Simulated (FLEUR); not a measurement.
# Magnetic state of MnSi from several starts

Wanted: the moments of MnSi and the energy of each order that was tried.

Main program and level: FLEUR MaX-R8.1; PBEsol; all-electron FLAPW, Dirac cores, scalar-relativistic bands.

**Measured values to reproduce.**

“On Curie temperature of B20-MnSi films” (2022, pmc:9525690) quotes from earlier work for MnSi, B20 cubic (bulk, literature value): moment (saturation moment per Mn) 0.4 μB [Literature value used as input for phase content; rounded, temperature and field not …].

Report form: the programs' logs are mostly left out.

The database entry behind the starting cell differs from later determinations by our own check (0.1 to 0.3 % short, probably kX units), so it need not match the best structure at ambient conditions.

## (1) The structure

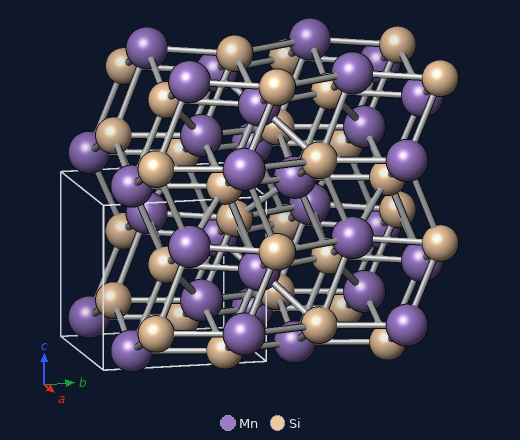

Start, viewed slightly off an axis; manganese light purple, silicon light orange. 2×2×2 cells are drawn.

As a file:

```cif
data_structure
_symmetry_space_group_name_H-M 'P 1'
_symmetry_Int_Tables_number 1
_cell_length_a 4.5480
_cell_length_b 4.5480
_cell_length_c 4.5480
_cell_angle_alpha 90.000
_cell_angle_beta 90.000
_cell_angle_gamma 90.000
_cell_volume 94.07
loop_
_atom_site_label
_atom_site_type_symbol
_atom_site_fract_x
_atom_site_fract_y
_atom_site_fract_z
_atom_site_occupancy
Mn1 Mn 0.13800 0.13800 0.13800 1
Mn2 Mn 0.36200 0.86200 0.63800 1
Mn3 Mn 0.63800 0.36200 0.86200 1
Mn4 Mn 0.86200 0.63800 0.36200 1
Si5 Si 0.84600 0.84600 0.84600 1
Si6 Si 0.65400 0.15400 0.34600 1
Si7 Si 0.34600 0.65400 0.15400 1
Si8 Si 0.15400 0.34600 0.65400 1
```

## (2) Order 1, typed as ferro ++++

The parallel start comes first: it shows whether parallel moments hold.

inpgen writes inp.xml from crystal.txt; cutoffs, mixing, functional, smearing and local orbitals are then set in the file. The k list default-1 (kpts.xml, not shown) is a Γ-centred 6×6×6 mesh; where the ranks do not divide the number of points, some are split in two of half the weight.

The input, inp.xml:

```
<?xml version="1.0" encoding="UTF-8" standalone="no"?>
<fleurInput fleurInputVersion="0.39">
   <comment>
      MnSi
   </comment>
   <calculationSetup>
      <cutoffs Kmax="4.4" Gmax="13.2" GmaxXC="13.2" numbands="0"/>
      <scfLoop itmax="90" minDistance="0.00002" maxIterBroyd="15" imix="Anderson" alpha="0.05" precondParam="0.0" spinf="2.0" sdNocoIR="T"/>
      <coreElectrons ctail="T" frcor="F" kcrel="0" coretail_lmax="0"/>
      <xcFunctional name="PBEs" relativisticCorrections="F"/>
      <magnetism jspins="2"/>
      <soc l_soc="F" theta="0.0" phi="0.0" spav="F"/>
      <expertModes spex="0" secvar="F"/>
      <geometryOptimization l_f="F" forcealpha="1.0" forcemix="BFGS" epsdisp="0.00001" epsforce="0.00001"/>
      <ldaU l_linMix="F" mixParam="0.05" spinf="1.0"/>
   </calculationSetup>
   <cell>
      <bzIntegration valenceElectrons="76.0" mode="hist" fermiSmearingEnergy="0.00293995">
         <kPointListSelection listName="default-1"/>
         <xi:include xmlns:xi="http://www.w3.org/2001/XInclude" href="kpts.xml"> </xi:include>
      </bzIntegration>
      <xi:include xmlns:xi="http://www.w3.org/2001/XInclude" href="sym.xml"> </xi:include>
      <bulkLattice scale="1.0">
         <bravaisMatrix>
            <row-1>    8.5944744146807999     0.0000000000000000     0.0000000000000000</row-1>
            <row-2>    0.0000000000000000     8.5944744146807999     0.0000000000000000</row-2>
            <row-3>    0.0000000000000000     0.0000000000000000     8.5944744146807999</row-3>
         </bravaisMatrix>
      </bulkLattice>
   </cell>
   <atomSpecies>
      <species name="Manganese 3.500" element="Mn" atomicNumber="25">
         <mtSphere radius="2.57" gridPoints="849" logIncrement="0.014"/>
         <atomicCutoffs lmax="10" lnonsphr="8"/>
         <electronConfig flipSpins="F">
            <coreConfig>(1s1/2) (2s1/2) (2p1/2) (2p3/2)</coreConfig>
            <valenceConfig>(3s1/2) (3p1/2) (3p3/2) (4s1/2) (3d3/2) (3d5/2)</valenceConfig>
            <stateOccupation state="(3d3/2)" spinUp="1.25" spinDown="0.75"/>
            <stateOccupation state="(3d5/2)" spinUp="3.0" spinDown="0.0"/>
         </electronConfig>
         <energyParameters s="4" p="4" d="3" f="4"/>
         <lo type="SCLO" l="0" n="3" eDeriv="0"/>
         <lo type="SCLO" l="1" n="3" eDeriv="0"/>
      </species>
      <species name="Silicon (Si)" element="Si" atomicNumber="14">
         <mtSphere radius="1.67" gridPoints="553" logIncrement="0.02"/>
         <atomicCutoffs lmax="6" lnonsphr="4"/>
         <electronConfig flipSpins="F">
            <coreConfig>(1s1/2) (2s1/2) (2p1/2) (2p3/2)</coreConfig>
            <valenceConfig>(3s1/2) (3p1/2) (3p3/2)</valenceConfig>
            <stateOccupation state="(3p1/2)" spinUp="0.333333" spinDown="0.333333"/>
            <stateOccupation state="(3p3/2)" spinUp="0.666667" spinDown="0.666667"/>
         </electronConfig>
         <energyParameters s="3" p="3" d="3" f="4"/>
      </species>
   </atomSpecies>
   <atomGroups>
      <atomGroup species="Manganese 3.500">
         <relPos label="                   1">.1380000000 .1380000000 .1380000000</relPos>
         <relPos label="                   2">.3620000000 -.1380000000 -.3620000000</relPos>
         <relPos label="                   3">-.3620000000 .3620000000 -.1380000000</relPos>
         <relPos label="                   4">-.1380000000 -.3620000000 .3620000000</relPos>
         <force calculate="T" relaxXYZ="TTT"/>
      </atomGroup>
      <atomGroup species="Silicon (Si)">
         <relPos label="                   5">-.1540000000 -.1540000000 -.1540000000</relPos>
         <relPos label="                   6">-.3460000000 .1540000000 .3460000000</relPos>
         <relPos label="                   7">.3460000000 -.3460000000 .1540000000</relPos>
         <relPos label="                   8">.1540000000 .3460000000 -.3460000000</relPos>
         <force calculate="T" relaxXYZ="TTT"/>
      </atomGroup>
   </atomGroups>
   <output dos="F" band="F" slice="F">
      <bandDOS minEnergy="-.5*Htr" maxEnergy="0.5*Htr" sigma="0.015" storeEVData="T"/>
      <plotting iplot="0" polar="F">
         <plot TwoD="T" vec1="  1.0  0.0  0.0" vec2="  0.0  1.0  0.0" vec3="  0.0  0.0  1.0" zero="  0.0  0.0  0.0" file="plot"/>
      </plotting>
      <moessbauerParams electricFieldGradient="F" isomerShift="F" coreHyperfine="F" valenceHyperfine="F"/>
   </output>
</fleurInput>
```

The input, crystal.txt:

```
MnSi
&input film=F cartesian=F /
4.54800000000  0.00000000000  0.00000000000
0.00000000000  4.54800000000  0.00000000000
0.00000000000  0.00000000000  4.54800000000
1.8897261246
1.0 1.0 1.0

8
25 0.13800000000  0.13800000000  0.13800000000 : 3.500
25 0.36200000000  0.86200000000  0.63800000000 : 3.500
25 0.63800000000  0.36200000000  0.86200000000 : 3.500
25 0.86200000000  0.63800000000  0.36200000000 : 3.500
14 0.84600000000  0.84600000000  0.84600000000
14 0.65400000000  0.15400000000  0.34600000000
14 0.34600000000  0.65400000000  0.15400000000
14 0.15400000000  0.34600000000  0.65400000000

&kpt div1=6 div2=6 div3=6 gamma=T /
```

Command:

```bash
OMP_NUM_THREADS=1 inpgen -f crystal.txt > inpgen.log  # inp.xml is then edited as shown
OMP_NUM_THREADS=1 mpirun -n 4 fleur_MPI > fleur.log
```

It took 7 min on 4 MPI ranks of Arm Neoverse V1, shared host; peak memory 0.47 GiB.

Spin moment in the muffin-tin sphere by atom:

| atom | spin moment in the muffin-tin sphere (μB) |
| --- | --- |
| Mn1 | 1.02 |
| Mn2 | 1.02 |
| Mn3 | 1.02 |
| Mn4 | 1.02 |
| Si5 | -0.03 |
| Si6 | -0.03 |
| Si7 | -0.03 |
| Si8 | -0.03 |

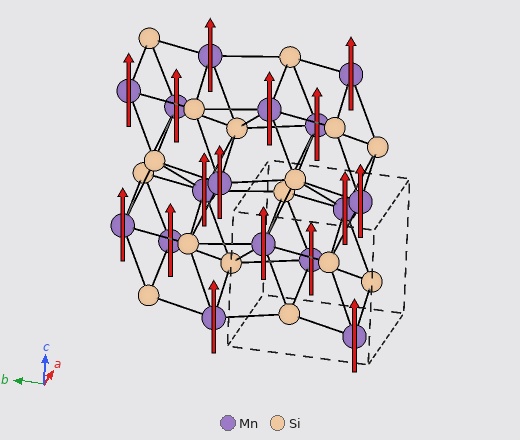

Spin moment in the muffin-tin sphere as arrows, the longest 1.02 μB. Up and down stand for the sign. Arrows give size and sign along the axis of quantisation, drawn up and down the page. 1×2×2 cells are drawn.

Numbers from this step:

```
free energy                                                       : -157510.5963 eV
program's band gap on this mesh (in a metal only a level spacing) : 0 eV
magnetization                                                     : 3.814 μB
final state                                                       : ferromagnetic
```

After 27 cycles the largest moment stands at 1.02 μB.

## (3) Order 2, typed as antiferro ++--

Reversing part of the moments tests the sign of the couplings between them.

inp.xml: that of step 2 with these lines changed.

```diff
@@ -44,2 +44,15 @@
       </species>
+      <species name="Manganese -3.500" element="Mn" atomicNumber="25">
+         <mtSphere radius="2.57" gridPoints="849" logIncrement="0.014"/>
+         <atomicCutoffs lmax="10" lnonsphr="8"/>
+         <electronConfig flipSpins="F">
+            <coreConfig>(1s1/2) (2s1/2) (2p1/2) (2p3/2)</coreConfig>
+            <valenceConfig>(3s1/2) (3p1/2) (3p3/2) (4s1/2) (3d3/2) (3d5/2)</valenceConfig>
+            <stateOccupation state="(3d3/2)" spinUp="0.75" spinDown="1.25"/>
+            <stateOccupation state="(3d5/2)" spinUp="0.0" spinDown="3.0"/>
+         </electronConfig>
+         <energyParameters s="4" p="4" d="3" f="4"/>
+         <lo type="SCLO" l="0" n="3" eDeriv="0"/>
+         <lo type="SCLO" l="1" n="3" eDeriv="0"/>
+      </species>
       <species name="Silicon (Si)" element="Si" atomicNumber="14">
@@ -60,2 +73,5 @@
          <relPos label="                   2">.3620000000 -.1380000000 -.3620000000</relPos>
+         <force calculate="T" relaxXYZ="TTT"/>
+      </atomGroup>
+      <atomGroup species="Manganese -3.500">
          <relPos label="                   3">-.3620000000 .3620000000 -.1380000000</relPos>
@@ -67,2 +83,5 @@
          <relPos label="                   6">-.3460000000 .1540000000 .3460000000</relPos>
+         <force calculate="T" relaxXYZ="TTT"/>
+      </atomGroup>
+      <atomGroup species="Silicon (Si)">
          <relPos label="                   7">.3460000000 -.3460000000 .1540000000</relPos>
```

crystal.txt: that of step 2 with these lines changed.

```diff
@@ -11,4 +11,4 @@
 25 0.36200000000  0.86200000000  0.63800000000 : 3.500
-25 0.63800000000  0.36200000000  0.86200000000 : 3.500
-25 0.86200000000  0.63800000000  0.36200000000 : 3.500
+25 0.63800000000  0.36200000000  0.86200000000 : -3.500
+25 0.86200000000  0.63800000000  0.36200000000 : -3.500
 14 0.84600000000  0.84600000000  0.84600000000
```

Elapsed: 20 min, on 4 MPI ranks; peak memory 1 GiB.

The run was cut off at its time limit.

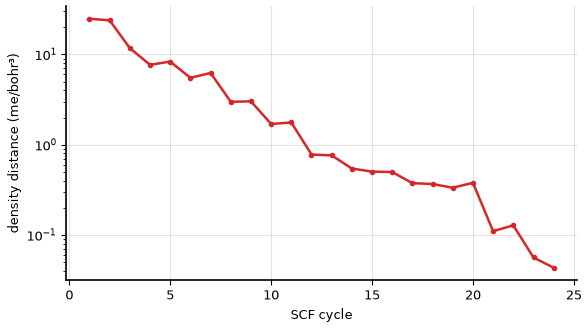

Distance of input and output densities by cycle.

After 24 cycles the density distance stands at 0.043 me/bohr³, above the threshold of 2e-05.

## (4) Order 3, typed as no spin polarisation

Without spin polarisation no moment can form, so the difference from the other runs is what forming moments gains.

inp.xml: that of step 3 with these lines changed.

```diff
@@ -10,3 +10,3 @@
       <xcFunctional name="PBEs" relativisticCorrections="F"/>
-      <magnetism jspins="2"/>
+      <magnetism jspins="1"/>
       <soc l_soc="F" theta="0.0" phi="0.0" spav="F"/>
@@ -31,3 +31,3 @@
    <atomSpecies>
-      <species name="Manganese 3.500" element="Mn" atomicNumber="25">
+      <species name="Manganese (Mn)" element="Mn" atomicNumber="25">
          <mtSphere radius="2.57" gridPoints="849" logIncrement="0.014"/>
@@ -37,17 +37,4 @@
             <valenceConfig>(3s1/2) (3p1/2) (3p3/2) (4s1/2) (3d3/2) (3d5/2)</valenceConfig>
-            <stateOccupation state="(3d3/2)" spinUp="1.25" spinDown="0.75"/>
-            <stateOccupation state="(3d5/2)" spinUp="3.0" spinDown="0.0"/>
-         </electronConfig>
-         <energyParameters s="4" p="4" d="3" f="4"/>
-         <lo type="SCLO" l="0" n="3" eDeriv="0"/>
-         <lo type="SCLO" l="1" n="3" eDeriv="0"/>
-      </species>
-      <species name="Manganese -3.500" element="Mn" atomicNumber="25">
-         <mtSphere radius="2.57" gridPoints="849" logIncrement="0.014"/>
-         <atomicCutoffs lmax="10" lnonsphr="8"/>
-         <electronConfig flipSpins="F">
-            <coreConfig>(1s1/2) (2s1/2) (2p1/2) (2p3/2)</coreConfig>
-            <valenceConfig>(3s1/2) (3p1/2) (3p3/2) (4s1/2) (3d3/2) (3d5/2)</valenceConfig>
-            <stateOccupation state="(3d3/2)" spinUp="0.75" spinDown="1.25"/>
-            <stateOccupation state="(3d5/2)" spinUp="0.0" spinDown="3.0"/>
+            <stateOccupation state="(3d3/2)" spinUp="1.000000" spinDown="1.000000"/>
+            <stateOccupation state="(3d5/2)" spinUp="1.500000" spinDown="1.500000"/>
          </electronConfig>
@@ -70,8 +57,5 @@
    <atomGroups>
-      <atomGroup species="Manganese 3.500">
+      <atomGroup species="Manganese (Mn)">
          <relPos label="                   1">.1380000000 .1380000000 .1380000000</relPos>
          <relPos label="                   2">.3620000000 -.1380000000 -.3620000000</relPos>
-         <force calculate="T" relaxXYZ="TTT"/>
-      </atomGroup>
-      <atomGroup species="Manganese -3.500">
          <relPos label="                   3">-.3620000000 .3620000000 -.1380000000</relPos>
@@ -83,5 +67,2 @@
          <relPos label="                   6">-.3460000000 .1540000000 .3460000000</relPos>
-         <force calculate="T" relaxXYZ="TTT"/>
-      </atomGroup>
-      <atomGroup species="Silicon (Si)">
          <relPos label="                   7">.3460000000 -.3460000000 .1540000000</relPos>
```

The input, crystal.txt:

```
MnSi
&input film=F cartesian=F /
4.54800000000  0.00000000000  0.00000000000
0.00000000000  4.54800000000  0.00000000000
0.00000000000  0.00000000000  4.54800000000
1.8897261246
1.0 1.0 1.0

8
25 0.13800000000  0.13800000000  0.13800000000
25 0.36200000000  0.86200000000  0.63800000000
25 0.63800000000  0.36200000000  0.86200000000
25 0.86200000000  0.63800000000  0.36200000000
14 0.84600000000  0.84600000000  0.84600000000
14 0.65400000000  0.15400000000  0.34600000000
14 0.34600000000  0.65400000000  0.15400000000
14 0.15400000000  0.34600000000  0.65400000000

&kpt div1=6 div2=6 div3=6 gamma=T /
```

Elapsed: 2.1 min, on 4 MPI ranks; peak memory 0.38 GiB.

This step gave:

| Quantity | Value |
| --- | --- |
| free energy | -157510.4305 eV |
| program's band gap on this mesh (in a metal only a level spacing) | 0 eV |
| final state | non-magnetic (no spin polarisation) |

It lies 41.5 meV a seeded atom over the first start.

## (5) Ranking

Free energies are divided by the number of seeded atoms.

Orders:

| start | final state | typed order kept | energy over the lowest (meV a seeded atom) | largest sphere moment (μB) | net moment (μB a primitive cell) | mesh matched | CPU time (s) |
| --- | --- | --- | --- | --- | --- | --- | --- |
| ferro ++++ | ferromagnetic | yes | 0 | 1.023 | 3.814 | yes | 1677 |
| no spin polarisation | non-magnetic | - | 41.46 | 0 | 0 | yes | 504.9 |

## (6) Summary of results

```yaml
lower_run: with moments
largest_site_spin_moment: 1.02 μB
next_finished_state: non-magnetic, 41.5 meV a seeded atom higher
energy_gained_by_spin_polarisation: 41.5 meV a seeded atom
```

In words: No opposed order could be compared. The parallel start holds moments up to 1.02 μB. 1 start gave no converged result and is missing from the ranking; where cut off, the energy had nearly settled 40 meV a seeded atom over the lowest. No antiferromagnetic order was obtained, so the session says nothing on how the moments order. A measured saturation moment is set beside the net spin moment of the cell, divided by the number of magnetic atoms; the orbital part is not in it.

Comparison with the measured values:

| quantity | measured | PBEsol |
| --- | --- | --- |
| moment (Mn) (μB) | 0.4 | 0.95 (+138.4 %) |

Measured values from pmc:9525690 (2022).

Verdict: The moment is off by +138.4 %. No cell relaxation is part of this session.

[Logs and program files are shortened in this print: banners, set-up blocks, solver, clock and traceback lines can be left out without a mark of their own.]

[Logs are printed without paths, hosts, clocks, repeated set-up lines and the standing remarks that a program may print on its own settings, such as how far it seeks lower states.]

[Hosts, paths, dates, database ids (printed as entryN), source tags and the programs' standing remarks are cut or masked in the printed files.]

[Where a cell is said to come from a database of computed structures, the database is the Materials Project.]
